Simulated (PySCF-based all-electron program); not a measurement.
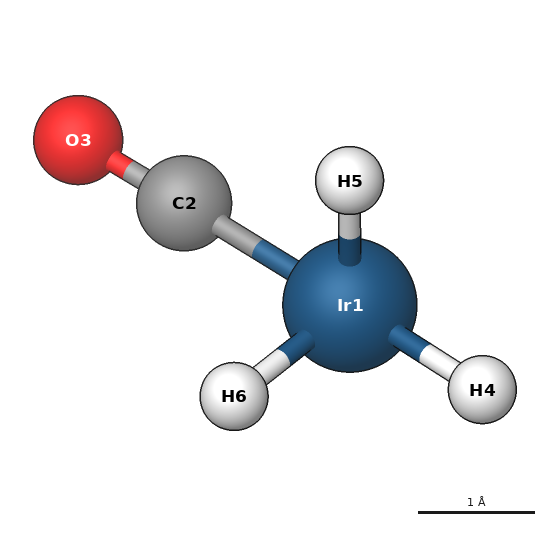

Figure made from data computed with PySCF-based all-electron program.

The atoms are numbered. The species is neutral and a spin singlet. Geometry: a fixed input geometry, not necessarily a minimum.

What are the angles C2–Ir1–H4, C2–Ir1–H5, H4–Ir1–H5, H5–Ir1–H6, Ir1–C2–O3?

```
    angle  degrees
C2–Ir1–H4    173.6
C2–Ir1–H5     90.5
H4–Ir1–H5     84.9
H5–Ir1–H6     87.8
Ir1–C2–O3    174.7
```
